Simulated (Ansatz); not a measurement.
A relaxed structure of BAs. These are r2SCAN (plane waves to 500 eV, PAW, scalar-relativistic; Ansatz, a first-principles code) values and carry that method's errors.

F-43m (No. 216), cF8, zinc blende type; a = b = c = 4.7825 Å, α = β = γ = 90.00°.

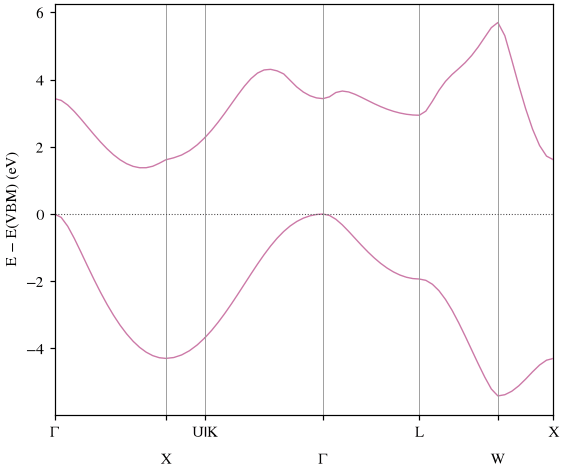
Figure: Highest filled and lowest empty band along the path of this cell's Brillouin zone

Question: Read off the gap and say whether it is direct.

Answer: 1.38 eV, indirect (valence top at Γ, conduction bottom at 76 % of the way from Γ to X) (no spin-orbit coupling).

Question: How far does the top valence band disperse along this path?

Answer: About 5.4 eV.

No spin polarisation in the result.

Measured for BAs: a 4.777 Å (room temperature; as listed in M J Lucero, T M Henderson, G E Scuseria, Journal of Physics Condensed Matter (2012)); gap 1.82 eV (room temperature; as listed in Joon Sang Kang et al., Applied Physics Letters (2019)). Computed minus measured — a: r2SCAN +0.1 %; gap: r2SCAN -0.44 eV. The computed values are for a static lattice, and a measured gap can be an optical one, lowered by exciton binding.

The run could not lose the symmetry of its start; a randomly shaken copy of 4 atoms returns to this structure.
